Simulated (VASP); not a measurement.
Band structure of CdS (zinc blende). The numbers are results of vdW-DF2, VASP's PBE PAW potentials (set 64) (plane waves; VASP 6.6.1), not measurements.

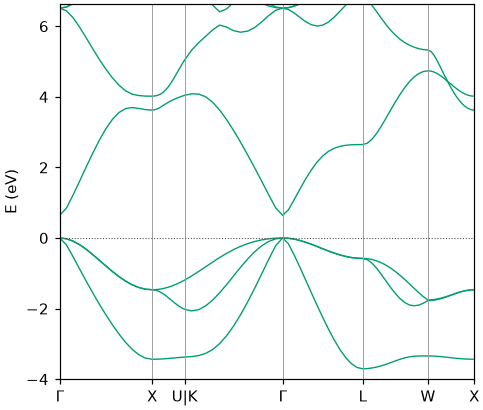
Bands along high-symmetry lines, zero at the valence-band maximum or, without a gap, the Fermi level

**Question.** Read the plot: is there a gap, and where are the band edges?

**Answer.** The gap is direct, 0.64 eV, from the valence maximum at Γ to the conduction minimum at Γ. (Edges off the drawn lines would not show.)

Measured: gap 2.48 eV at 4 K (computed value off by -1.84 eV), as given by arXiv:1206.3780.

The compound is CdS in the zinc blende structure, a metastable form; wurtzite is the usual one. It was relaxed first, which changed the volume by +14 %.
